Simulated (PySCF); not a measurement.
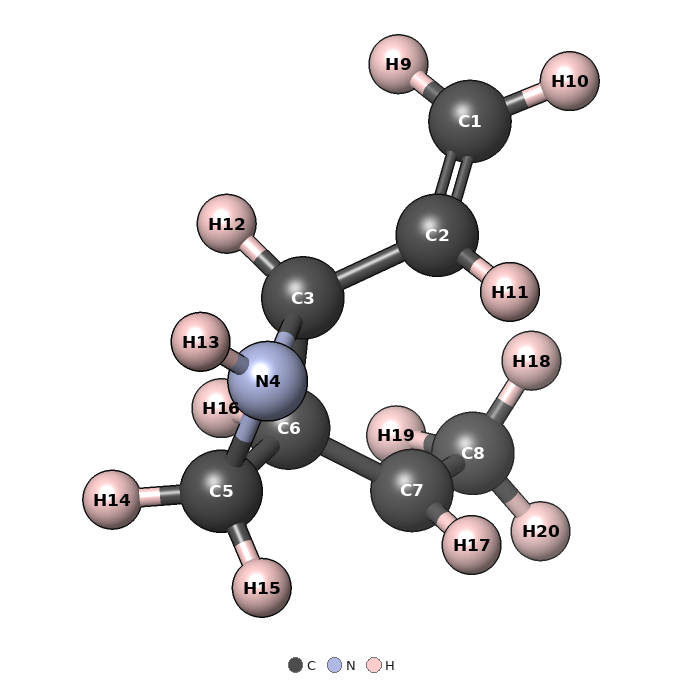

State: neutral, doublet. Computed geometry: GFN2-xTB optimisation. No frequency run is at hand to confirm it as a minimum. Method: UKS B3LYP, pcH-1 on C H N, non-relativistic (PySCF 2.14.0). Fermi-contact and spin-dipolar terms alone, no spin-orbit part.

**Which nucleus has the largest dipolar (anisotropic) hyperfine coupling?**

13C at C7: principal values −77.8, −77.1, 155.0 MHz.

List the isotropic and dipolar parts for the most strongly coupled nuclei, one of each equivalent set.

```csv
atom,isotope,a_iso (MHz),dipolar part (MHz)
C7,13C,102.9,"−77.8, −77.1, 155.0"
H17,1H,−56.5,"−36.8, −0.5, 37.3"
C3,13C,86.2,"−10.4, −9.8, 20.2"
H20,1H,36.3,"−4.8, −4.3, 9.1"
H16,1H,38.5,"−4.9, −4.0, 8.9"
H19,1H,35.3,"−4.6, −4.1, 8.7"
H18,1H,151.0,"−5.3, −2.7, 8.0"
H12,1H,−1.3,"−5.3, −1.9, 7.2"
```
